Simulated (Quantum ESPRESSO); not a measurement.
# KNi2S2: which magnetic order is lowest

Does KNi2S2 prefer parallel or opposed moments, or none?

Main program and level: Quantum ESPRESSO 7.5; LDA; plane waves with GBRV 1.5 LDA potentials, no spin-orbit coupling.

### 1. Set-up

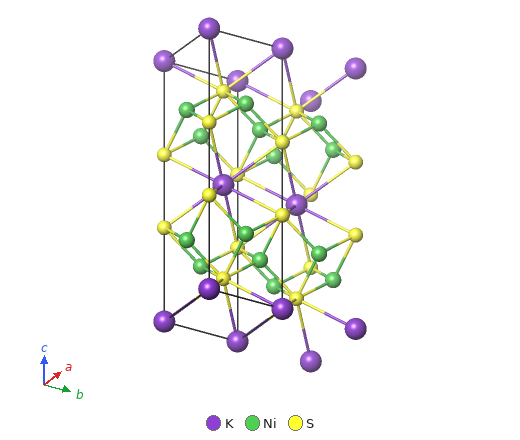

The starting structure, seen from a free direction (potassium purple, nickel green, sulfur yellow). 1×2×1 cells are drawn. This picture shows the conventional cell, with its axes. Some periodic images of atoms are drawn too.

The cell comes from the Crystallography Open Database.

### 2. Start 1: ferro ++

The signs are those of the starting moments on the seeded atoms, the atoms that are given a moment.

pw.in reads:

```
&CONTROL
  calculation = 'scf'
  prefix = 'pwscf'
  outdir = './tmp'
  pseudo_dir = './pseudo'
  disk_io = 'nowf'
/
&SYSTEM
  ibrav = 0
  nat = 5
  ntyp = 3
  ecutwfc = 40
  ecutrho = 280
  nbnd = 40
  occupations = 'smearing'
  smearing = 'fd'
  degauss = 0.00367493
  nspin = 2
  starting_magnetization(1) = 0
  starting_magnetization(2) = 0.1111
  starting_magnetization(3) = 0
/
&ELECTRONS
  conv_thr = 1d-08
  electron_maxstep = 150
  mixing_beta = 0.3
/
ATOMIC_SPECIES
K      39.0983 k_lda_v1.4.uspp.F.UPF
Ni     58.6934 ni_lda_v1.4.uspp.F.UPF
S      32.0600 s_lda_v1.4.uspp.F.UPF
CELL_PARAMETERS angstrom
  -1.8955000000    1.8955000000    6.4145000000
   1.8955000000   -1.8955000000    6.4145000000
   1.8955000000    1.8955000000   -6.4145000000
ATOMIC_POSITIONS crystal
K       0.0000000000    0.0000000000    0.0000000000
Ni      0.7500000000    0.2500000000    0.5000000000
Ni      0.2500000000    0.7500000000    0.5000000000
S       0.3600000000    0.3600000000    0.0000000000
S       0.6400000000    0.6400000000    0.0000000000
K_POINTS automatic
8 8 8 0 0 0
```

Launch:

```bash
$ OMP_NUM_THREADS=1 mpirun -n 4 pw.x -nk 4 -in pw.in > pw.out
```

Output:

```text
Program PWSCF v.7.5 starts

     Message from routine setup:
     using ibrav=0 with symmetry is DISCOURAGED, use correct ibrav instead

     K-points division:     npool     =       4
     Subspace diagonalization in iterative solution of the eigenvalue problem:

     G-vector sticks info
     --------------------
     sticks:   dense  smooth     PW     G-vecs:    dense   smooth      PW
     Sum        2715    1565    561                49161    21333    4557

     Using Slab Decomposition

     bravais-lattice index     =            0
     lattice parameter (alat)  =      13.1376  a.u.
     unit-cell volume          =     622.1097 (a.u.)^3
     number of atoms/cell      =            5
     number of atomic types    =            3
     number of electrons       =        57.00
     number of Kohn-Sham states=           40
     kinetic-energy cutoff     =      40.0000  Ry
     charge density cutoff     =     280.0000  Ry
     scf convergence threshold =      1.0E-08
     mixing beta               =       0.3000
     number of iterations used =            8  plain     mixing
     Exchange-correlation=  SLA  PZ   NOGX NOGC
                           (   1   1   0   0   0   0   0)

     celldm(1)=  13.137559  celldm(2)=   0.000000  celldm(3)=   0.000000
     celldm(4)=   0.000000  celldm(5)=   0.000000  celldm(6)=   0.000000

     crystal axes: (cart. coord. in units of alat)
               a(1) = (  -0.272652   0.272652   0.922671 )
               a(2) = (   0.272652  -0.272652   0.922671 )
               a(3) = (   0.272652   0.272652  -0.922671 )

     reciprocal axes: (cart. coord. in units 2 pi/alat)
               b(1) = ( -0.000000  1.833842  0.541905 )
               b(2) = (  1.833842 -0.000000  0.541905 )
               b(3) = (  1.833842  1.833842  0.000000 )

     PseudoPot. # 1 for K  read from file:
     k_lda_v1.4.uspp.F.UPF
     Pseudo is Ultrasoft + core correction, Zval =  9.0
     Generated by new atomic code, or converted to UPF format
     Using radial grid of  841 points,  6 beta functions with:
                l(1) =   0
                l(2) =   0
                l(3) =   1
                l(4) =   1
                l(5) =   2
                l(6) =   2
     Q(r) pseudized with  6 coefficients,  rinner =    1.500   1.500   1.500
                                                       1.500   1.500

     PseudoPot. # 2 for Ni read from file:
     ni_lda_v1.4.uspp.F.UPF
     Pseudo is Ultrasoft + core correction, Zval = 18.0
     Generated by new atomic code, or converted to UPF format
     Using radial grid of  865 points,  6 beta functions with:
                l(1) =   0
                l(2) =   0
                l(3) =   1
                l(4) =   1
                l(5) =   2
                l(6) =   2
     Q(r) pseudized with 10 coefficients,  rinner =    0.980   0.980   0.980
                                                       0.980   0.980

     PseudoPot. # 3 for S  read from file:
     s_lda_v1.4.uspp.F.UPF
     Pseudo is Ultrasoft + core correction, Zval =  6.0
     Generated by new atomic code, or converted to UPF format
     Using radial grid of  907 points,  6 beta functions with:
                l(1) =   0
                l(2) =   0
                l(3) =   1
                l(4) =   1
                l(5) =   2
                l(6) =   2
     Q(r) pseudized with  8 coefficients,  rinner =    1.300   1.300   1.300
                                                       1.300   1.300

     atomic species   valence    mass     pseudopotential
     K                 9.00    39.09830     K ( 1.00)
     Ni               18.00    58.69340     Ni( 1.00)
     S                 6.00    32.06000     S ( 1.00)

     Starting magnetic structure
     atomic species   magnetization
     K               0.000
     Ni              0.111
     S               0.000

     16 Sym. Ops., with inversion, found

   Cartesian axes

     site n.     atom                  positions (alat units)
         1        K      tau(   1) = (   0.0000000   0.0000000   0.0000000  )
         2        Ni     tau(   2) = (   0.0000000   0.2726516   0.4613356  )
         3        Ni     tau(   3) = (   0.2726516   0.0000000   0.4613356  )
         4        S      tau(   4) = (   0.0000000  -0.0000000   0.6643233  )
         5        S      tau(   5) = (   0.0000000   0.0000000   1.1810192  )

     number of k points=    59  Fermi-Dirac smearing, width (Ry)=  0.0037
                       cart. coord. in units 2pi/alat
        k(    1) = (   0.0000000   0.0000000   0.0000000), wk =   0.0019531
        k(    2) = (   0.2292303   0.2292303   0.0000000), wk =   0.0078125
        k(    3) = (   0.4584606   0.4584606   0.0000000), wk =   0.0078125
        k(    4) = (   0.6876909   0.6876909   0.0000000), wk =   0.0078125
        k(    5) = (  -0.9169212  -0.9169212   0.0000000), wk =   0.0039062
        [... 54 further k-points ...]

     Dense  grid:    49161 G-vectors     FFT dimensions: (  72,  72,  72)

     Smooth grid:    21333 G-vectors     FFT dimensions: (  54,  54,  54)

     Check: negative core charge=   -0.000007
     Generating pointlists ...
     new r_m :   0.1915 (alat units)  2.5153 (a.u.) for type    1
     new r_m :   0.1402 (alat units)  1.8421 (a.u.) for type    2
     new r_m :   0.1402 (alat units)  1.8421 (a.u.) for type    3

     Initial potential from superposition of free atoms

     starting charge      52.4971, renormalised to      57.0000
     Starting wfcs are   42 randomized atomic wfcs

     Self-consistent Calculation

     iteration #  1     ecut=    40.00 Ry     beta= 0.30
     Davidson diagonalization with overlap
     ethr =  1.00E-02,  avg # of iterations =  7.9

     total energy              =    -759.37052577 Ry
     estimated scf accuracy    <      94.31255095 Ry

     total magnetization       =     0.36 Bohr mag/cell
     absolute magnetization    =     0.61 Bohr mag/cell

     iteration #  2     ecut=    40.00 Ry     beta= 0.30
     Davidson diagonalization with overlap
     ethr =  1.00E-02,  avg # of iterations =  5.1

     total energy              =    -786.13157841 Ry
     estimated scf accuracy    <      76.42632415 Ry

     total magnetization       =     0.13 Bohr mag/cell
     absolute magnetization    =     0.20 Bohr mag/cell

     iteration #  3     ecut=    40.00 Ry     beta= 0.30
     Davidson diagonalization with overlap
     ethr =  1.00E-02,  avg # of iterations =  3.3

     total energy              =    -790.94828517 Ry
     estimated scf accuracy    <      10.76392672 Ry

     total magnetization       =     0.18 Bohr mag/cell
     absolute magnetization    =     0.28 Bohr mag/cell

     [... further iterations left out ...]

     iteration # 16     ecut=    40.00 Ry     beta= 0.30
     Davidson diagonalization with overlap
     ethr =  2.09E-09,  avg # of iterations =  5.3

     total energy              =    -791.74790040 Ry
     estimated scf accuracy    <       0.00000013 Ry

     total magnetization       =     2.34 Bohr mag/cell
     absolute magnetization    =     2.39 Bohr mag/cell

     iteration # 17     ecut=    40.00 Ry     beta= 0.30
     Davidson diagonalization with overlap
     ethr =  2.22E-10,  avg # of iterations =  3.6

     total energy              =    -791.74790048 Ry
     estimated scf accuracy    <       0.00000002 Ry

     total magnetization       =     2.34 Bohr mag/cell
     absolute magnetization    =     2.39 Bohr mag/cell

     iteration # 18     ecut=    40.00 Ry     beta= 0.30
     Davidson diagonalization with overlap
     ethr =  2.85E-11,  avg # of iterations =  3.4

     total energy              =    -791.74790048 Ry
     estimated scf accuracy    <       0.00000001 Ry

     total magnetization       =     2.34 Bohr mag/cell
     absolute magnetization    =     2.39 Bohr mag/cell

     iteration # 19     ecut=    40.00 Ry     beta= 0.30
     Davidson diagonalization with overlap
     ethr =  2.16E-11,  avg # of iterations =  2.1

     Magnetic moment per site  (integrated on atomic sphere of radius R)
     atom   1 (R=0.191)  charge=  7.9619  magn=  0.0143
     atom   2 (R=0.140)  charge= 16.3508  magn=  0.9013
     atom   3 (R=0.140)  charge= 16.3508  magn=  0.9013
     atom   4 (R=0.140)  charge=  3.9429  magn=  0.1779
     atom   5 (R=0.140)  charge=  3.9429  magn=  0.1779

     End of self-consistent calculation

     Number of k-points >= 100: set verbosity='high' to print the bands.

     the Fermi energy is     8.5903 ev

!    total energy              =    -791.74790049 Ry
     estimated scf accuracy    <          8.8E-10 Ry
     smearing contrib. (-TS)   =      -0.00337678 Ry
     internal energy E=F+TS    =    -791.74452370 Ry

     The total energy is F=E-TS. E is the sum of the following terms:
     one-electron contribution =    -743.10263238 Ry
     hartree contribution      =     392.69178785 Ry
     xc contribution           =     -95.84014069 Ry
     ewald contribution        =    -345.49353848 Ry

     total magnetization       =     2.34 Bohr mag/cell
     absolute magnetization    =     2.39 Bohr mag/cell

     convergence has been achieved in  19 iterations

=------------------------------------------------------------------------------=
   JOB DONE.
=------------------------------------------------------------------------------=
```

Wall time 6 min (4 MPI ranks of Arm Neoverse V1, shared host); peak memory 0.74 GiB.

Spin moment in the atom's sphere by atom:

```tsv
atom	spin moment in the atom's sphere (μB)
K1	0.014
Ni2	0.901
Ni3	0.901
S4	0.178
S5	0.178
```

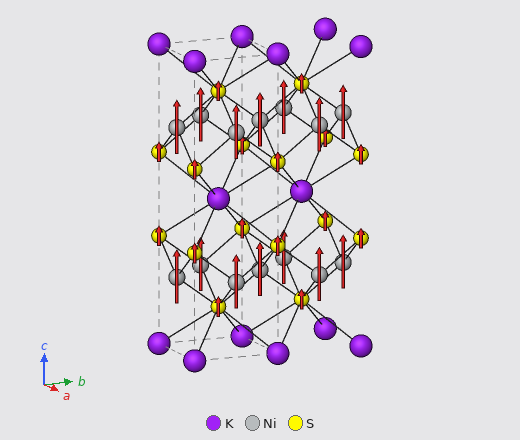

Spin moment in the atom's sphere as arrows, the longest 0.901 μB. Up and down stand for the sign. Arrows give size and sign along the axis of quantisation, drawn up and down the page. Each arrow also spans its atom, so small moments look longer than they are. 1×2×1 conventional cells are drawn. Some periodic images of atoms are drawn too.

This step gave:

```
smearing term TS       : 0.04594 eV
magnetization          : 2.338 μB
absolute magnetization : 2.389 μB
final state            : ferromagnetic
```

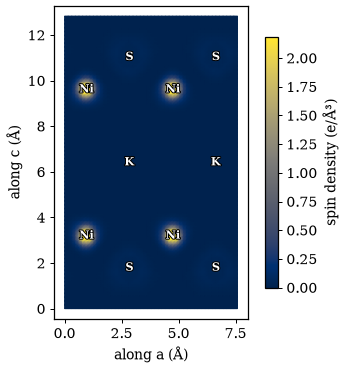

Spin density in the ac plane of the conventional cell at fractional y = 0.000, with atoms of K and Ni and S within 0.2 Å of it. The map starts off the cell's origin, so that atoms lie inside it.

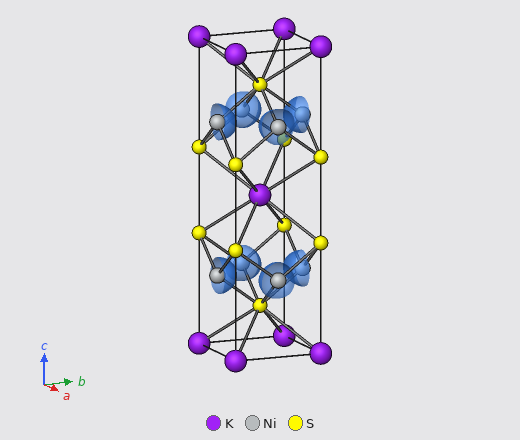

Surface of spin density = 0.064 e/Å³, which holds about 70 % of the integral of its size.

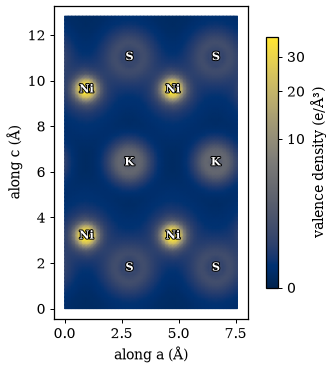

Valence density in the ac plane of the conventional cell at fractional y = 0.000, with atoms of K and Ni and S within 0.2 Å of it. It is the smooth field of the valence electrons, not physical close to the nuclei. The map starts off the cell's origin, so that atoms lie inside it. The colour scale is stretched toward low values.

### 3. Run 2 (antiferro +−)

Edit pw.in of step 2 so:

```diff
@@ -10,6 +10,6 @@
   nat = 5
-  ntyp = 3
+  ntyp = 4
   ecutwfc = 40
   ecutrho = 280
-  nbnd = 40
+  nbnd = 38
   occupations = 'smearing'
@@ -20,3 +20,4 @@
   starting_magnetization(2) = 0.1111
-  starting_magnetization(3) = 0
+  starting_magnetization(3) = -0.1111
+  starting_magnetization(4) = 0
 /
@@ -29,3 +30,4 @@
 K      39.0983 k_lda_v1.4.uspp.F.UPF
-Ni     58.6934 ni_lda_v1.4.uspp.F.UPF
+Ni1    58.6934 ni_lda_v1.4.uspp.F.UPF
+Ni2    58.6934 ni_lda_v1.4.uspp.F.UPF
 S      32.0600 s_lda_v1.4.uspp.F.UPF
@@ -37,4 +39,4 @@
 K       0.0000000000    0.0000000000    0.0000000000
-Ni      0.7500000000    0.2500000000    0.5000000000
-Ni      0.2500000000    0.7500000000    0.5000000000
+Ni1     0.7500000000    0.2500000000    0.5000000000
+Ni2     0.2500000000    0.7500000000    0.5000000000
 S       0.3600000000    0.3600000000    0.0000000000
```

Output:

```text
[banner, memory and clock lines left out]
Program PWSCF v.7.5 starts

     Message from routine setup:
     using ibrav=0 with symmetry is DISCOURAGED, use correct ibrav instead

     bravais-lattice index     =            0
     lattice parameter (alat)  =      13.1376  a.u.
     unit-cell volume          =     622.1097 (a.u.)^3
     number of atoms/cell      =            5
     number of atomic types    =            4
     number of electrons       =        57.00
     number of Kohn-Sham states=           38
     kinetic-energy cutoff     =      40.0000  Ry
     charge density cutoff     =     280.0000  Ry
     scf convergence threshold =      1.0E-08
     mixing beta               =       0.3000
     number of iterations used =            8  plain     mixing
     Exchange-correlation=  SLA  PZ   NOGX NOGC
                           (   1   1   0   0   0   0   0)

     celldm(1)=  13.137559  celldm(2)=   0.000000  celldm(3)=   0.000000
     celldm(4)=   0.000000  celldm(5)=   0.000000  celldm(6)=   0.000000

     crystal axes: (cart. coord. in units of alat)
               a(1) = (  -0.272652   0.272652   0.922671 )
               a(2) = (   0.272652  -0.272652   0.922671 )
               a(3) = (   0.272652   0.272652  -0.922671 )

     reciprocal axes: (cart. coord. in units 2 pi/alat)
               b(1) = ( -0.000000  1.833842  0.541905 )
               b(2) = (  1.833842 -0.000000  0.541905 )
               b(3) = (  1.833842  1.833842  0.000000 )

     PseudoPot. # 1 for K  read from file:
     k_lda_v1.4.uspp.F.UPF
     Pseudo is Ultrasoft + core correction, Zval =  9.0

     PseudoPot. # 2 for Ni read from file:
     ni_lda_v1.4.uspp.F.UPF
     Pseudo is Ultrasoft + core correction, Zval = 18.0

     PseudoPot. # 3 for Ni read from file:
     ni_lda_v1.4.uspp.F.UPF
     Pseudo is Ultrasoft + core correction, Zval = 18.0

     PseudoPot. # 4 for S  read from file:
     s_lda_v1.4.uspp.F.UPF
     Pseudo is Ultrasoft + core correction, Zval =  6.0

     atomic species   valence    mass     pseudopotential
     K                 9.00    39.09830     K ( 1.00)
     Ni1              18.00    58.69340     Ni( 1.00)
     Ni2              18.00    58.69340     Ni( 1.00)
     S                 6.00    32.06000     S ( 1.00)

     Starting magnetic structure
     atomic species   magnetization
     K               0.000
     Ni1             0.111
     Ni2            -0.111
     S               0.000

      8 Sym. Ops. (no inversion) found

   Cartesian axes

     site n.     atom                  positions (alat units)
         1        K      tau(   1) = (   0.0000000   0.0000000   0.0000000  )
         2        Ni1    tau(   2) = (   0.0000000   0.2726516   0.4613356  )
         3        Ni2    tau(   3) = (   0.2726516   0.0000000   0.4613356  )
         4        S      tau(   4) = (   0.0000000  -0.0000000   0.6643233  )
         5        S      tau(   5) = (   0.0000000   0.0000000   1.1810192  )

     number of k points=    59  Fermi-Dirac smearing, width (Ry)=  0.0037
                       cart. coord. in units 2pi/alat
        k(    1) = (   0.0000000   0.0000000   0.0000000), wk =   0.0019531
        k(    2) = (   0.2292303   0.2292303   0.0000000), wk =   0.0078125
        k(    3) = (   0.4584606   0.4584606   0.0000000), wk =   0.0078125
        k(    4) = (   0.6876909   0.6876909   0.0000000), wk =   0.0078125
        k(    5) = (  -0.9169212  -0.9169212   0.0000000), wk =   0.0039062
        [... 54 further k-points ...]

     Dense  grid:    49161 G-vectors     FFT dimensions: (  72,  72,  72)

     Smooth grid:    21333 G-vectors     FFT dimensions: (  54,  54,  54)

     Check: negative core charge=   -0.000007
     Generating pointlists ...
     new r_m :   0.1915 (alat units)  2.5153 (a.u.) for type    1
     new r_m :   0.1402 (alat units)  1.8421 (a.u.) for type    2
     new r_m :   0.1402 (alat units)  1.8421 (a.u.) for type    3
     new r_m :   0.1402 (alat units)  1.8421 (a.u.) for type    4

     Initial potential from superposition of free atoms

     starting charge      52.4971, renormalised to      57.0000
     Starting wfcs are   42 randomized atomic wfcs

     Self-consistent Calculation

     iteration #  1     ecut=    40.00 Ry     beta= 0.30
     Davidson diagonalization with overlap
     ethr =  1.00E-02,  avg # of iterations =  8.2

     total energy              =    -759.73994013 Ry
     estimated scf accuracy    <      93.53190577 Ry

     total magnetization       =     0.01 Bohr mag/cell
     absolute magnetization    =     0.67 Bohr mag/cell

     iteration #  2     ecut=    40.00 Ry     beta= 0.30
     Davidson diagonalization with overlap
     ethr =  1.00E-02,  avg # of iterations =  5.0

     total energy              =    -786.32095304 Ry
     estimated scf accuracy    <      74.74838334 Ry

     total magnetization       =    -0.00 Bohr mag/cell
     absolute magnetization    =     0.21 Bohr mag/cell

     [... further iterations left out ...]

     iteration # 27     ecut=    40.00 Ry     beta= 0.30
     Davidson diagonalization with overlap
     ethr =  1.48E-10,  avg # of iterations =  4.5

     total energy              =    -791.74247953 Ry
     estimated scf accuracy    <       0.00000005 Ry

     total magnetization       =    -0.00 Bohr mag/cell
     absolute magnetization    =     0.00 Bohr mag/cell

     iteration # 28     ecut=    40.00 Ry     beta= 0.30
     Davidson diagonalization with overlap
     ethr =  7.95E-11,  avg # of iterations =  2.0

     Magnetic moment per site  (integrated on atomic sphere of radius R)
     atom   1 (R=0.191)  charge=  7.9634  magn= -0.0000
     atom   2 (R=0.140)  charge= 16.3724  magn= -0.0003
     atom   3 (R=0.140)  charge= 16.3725  magn= -0.0003
     atom   4 (R=0.140)  charge=  3.9263  magn= -0.0000
     atom   5 (R=0.140)  charge=  3.9263  magn= -0.0000

     End of self-consistent calculation

     Number of k-points >= 100: set verbosity='high' to print the bands.

     the Fermi energy is     8.6130 ev

!    total energy              =    -791.74247955 Ry
     estimated scf accuracy    <          5.9E-09 Ry
     smearing contrib. (-TS)   =      -0.00488423 Ry
     internal energy E=F+TS    =    -791.73759531 Ry

     The total energy is F=E-TS. E is the sum of the following terms:
     one-electron contribution =    -743.70178017 Ry
     hartree contribution      =     393.27668646 Ry
     xc contribution           =     -95.81896313 Ry
     ewald contribution        =    -345.49353848 Ry

     total magnetization       =    -0.00 Bohr mag/cell
     absolute magnetization    =     0.00 Bohr mag/cell

     convergence has been achieved in  28 iterations
```

Wall time 7.8 min (4 MPI ranks); peak memory 0.75 GiB; 31 min of CPU time.

Spin moment in the atom's sphere by atom:

```tsv
atom	spin moment in the atom's sphere (μB)
K1	0.0000
Ni2	-0.0003
Ni3	-0.0003
S4	0.0000
S5	0.0000
```

This step gave:

```yaml
smearing_term_ts: 0.06645 eV
magnetization: 0 μB
absolute_magnetization: 0 μB
final_state: non-magnetic
```

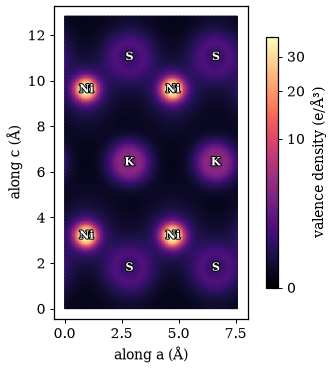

Valence density in the ac plane of the conventional cell at fractional y = 0.000, with atoms of K and Ni and S within 0.2 Å of it. It is the smooth field of the valence electrons, not physical close to the nuclei. The map starts off the cell's origin, so that atoms lie inside it. The colour scale is stretched toward low values.

[end of part 1 of 2]

[Logs and program files are shortened in this print: banners, set-up blocks, solver, clock and traceback lines can be left out without a mark of their own.]

[Logs are printed without paths, hosts, clocks, repeated set-up lines and the standing remarks that a program may print on its own settings, such as how far it seeks lower states.]

[Hosts, paths, dates, database ids (printed as entryN), source tags and the programs' standing remarks are cut or masked in the printed files.]

[Where a cell is said to come from a database of computed structures, the database is the Materials Project.]
